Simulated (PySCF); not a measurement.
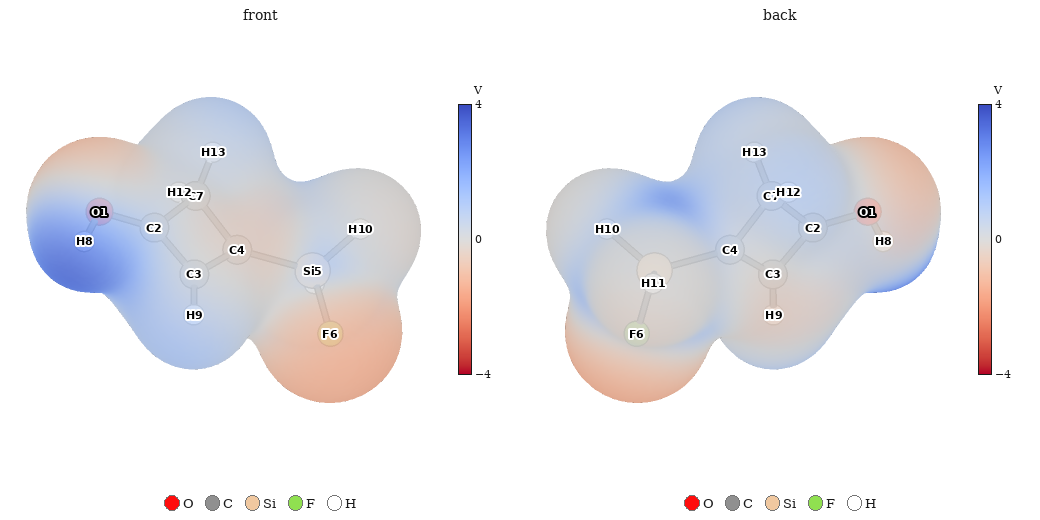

The picture shows: C4H6FOSi (SMILES O[C]1C=C([SiH2]F)C1) (doublet). The electrostatic potential painted on the density surface at 0.002 e/bohr³, seen from the front and from behind; red is negative and blue positive.

Geometry: GFN2-xTB.

The calculation used UKS B3LYP, pcH-1 on C F H O Si, non-relativistic, mean-field spin-orbit, GIAO (PySCF 2.14.0, density-fitted response routines).

```xyz
13

O    -2.8792   -0.4742    0.4945
C    -1.5691   -0.2703    0.2977
C    -0.3975   -0.4661    0.9905
C     0.4005    0.0558   -0.0481
Si    2.1934    0.3473   -0.3447
F     2.9764   -0.1538    0.9745
C    -0.8492    0.3106   -0.8937
H    -3.0345   -0.8677    1.3626
H    -0.1609   -0.8656    1.9594
H     2.5507    1.7588   -0.4626
H     2.7524   -0.4605   -1.4259
H    -0.9214   -0.2693   -1.8124
H    -1.0660    1.3556   -1.1094
```

Q: Which sites attract a positive test charge, and which a negative one?

A: A positive charge is drawn to the negative regions and a negative charge to the positive ones. The most negative region (about −1.3 V, or −30 kcal/mol for a unit charge) lies over F6, the most positive (about +3.1 V, or +71 kcal/mol for a unit charge) over H8.
